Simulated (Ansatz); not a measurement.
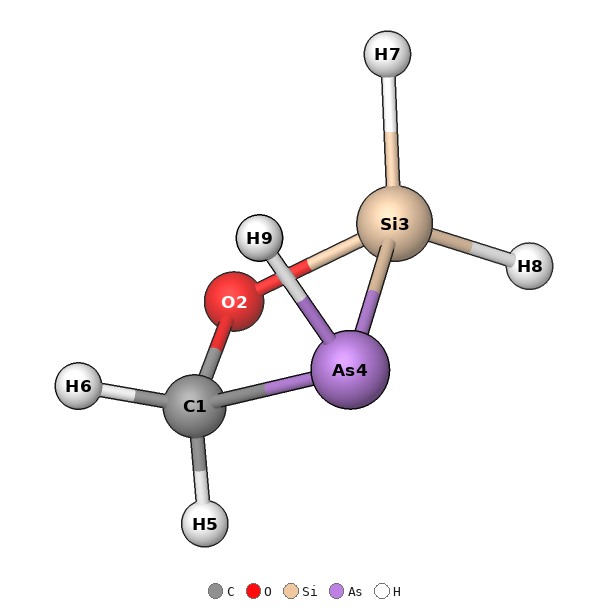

The atoms are numbered. Computed geometry: PBE0-D4/def2-TZVP optimisation. No frequency run is at hand to confirm it as a minimum.

Describe the coordination of atom 2.

Answer. O2 has 2 neighbours (C1 at 1.43, Si3 at 1.66 Å); the arrangement is bent.

How are the neighbours of atom 1 arranged?

Answer. C1 has 4 neighbours (O2 at 1.43, As4 at 2.04, H5 at 1.09, H6 at 1.09 Å); the arrangement is tetrahedral.

Describe the coordination of atom 4.

Answer. As4 has 3 neighbours (C1 at 2.04, Si3 at 2.36, H9 at 1.53 Å); the arrangement is trigonal pyramidal.

What is the dihedral angle C1–O2–Si3–As4?

Answer. 4° in size, that is syn (eclipsed).
